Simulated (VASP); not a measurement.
Band structure of MnS (rock salt, AFM-II order). Level of theory: modified Becke-Johnson potential (mBJ), VASP's PBE PAW potentials (set 64) (plane waves; VASP).

mBJ is a potential without an energy functional, so only the levels count.

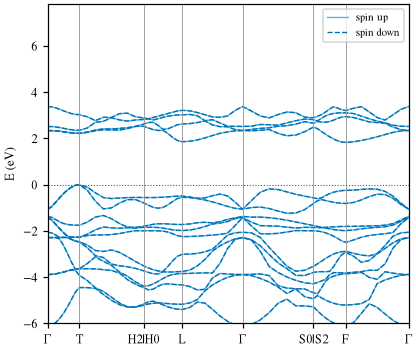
*Bands along high-symmetry lines, zero at the valence-band maximum or, without a gap, the Fermi level*

Q: Read the plot: is there a gap, and where are the band edges?

A: The gap is indirect, 1.83 eV, from the valence maximum at T to the conduction minimum at F.

The compound is MnS in the rock salt, AFM-II order structure. It was relaxed first. The cell's shape comes from a PBE relaxation.
